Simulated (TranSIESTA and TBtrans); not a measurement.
Junction: Si chain with one bond stretched by 0.6 Å. Leads: straight Si chain, spacing 2.25 Å. Geometry: as built, not relaxed.

TranSIESTA and TBtrans, PBE, DZP numerical orbitals (energy shift 0.15 eV), PseudoDojo norm-conserving scalar-relativistic potentials, mesh cutoff 200 Ry, 300 K, no spin polarisation, no spin-orbit coupling; self-consistent non-equilibrium Green functions.

Energies count from the leads' Fermi level. Transmissions are for one spin of a degenerate pair. The energy step is 0.01 eV; narrower resonances are cut or missed.

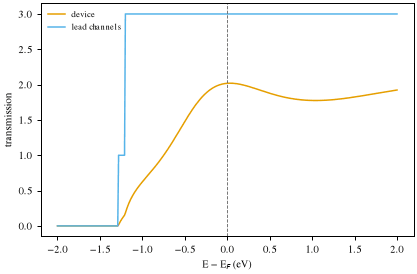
Figure. Transmission against energy

| E (eV) | T | lead channels |
|---|---|---|
| -2.00 | 0 | 0 |
| -1.80 | 0 | 0 |
| -1.60 | 0 | 0 |
| -1.40 | 0 | 0 |
| -1.20 | 0.18 | band edge |
| -1.00 | 0.62 | 3 |
| -0.80 | 0.92 | 3 |
| -0.60 | 1.28 | 3 |
| -0.40 | 1.67 | 3 |
| -0.20 | 1.93 | 3 |
| 0.00 | 2.02 | 3 |
| 0.20 | 1.99 | 3 |
| 0.40 | 1.92 | 3 |
| 0.60 | 1.84 | 3 |
| 0.80 | 1.79 | 3 |
| 1.00 | 1.78 | 3 |
| 1.20 | 1.78 | 3 |
| 1.40 | 1.81 | 3 |
| 1.60 | 1.84 | 3 |
| 1.80 | 1.88 | 3 |
| 2.00 | 1.92 | 3 |

The straight chain is held at its spacing; free chains may zigzag or dimerise. No spin-polarised start was tried, so a magnetic state, if there is one, is missed.
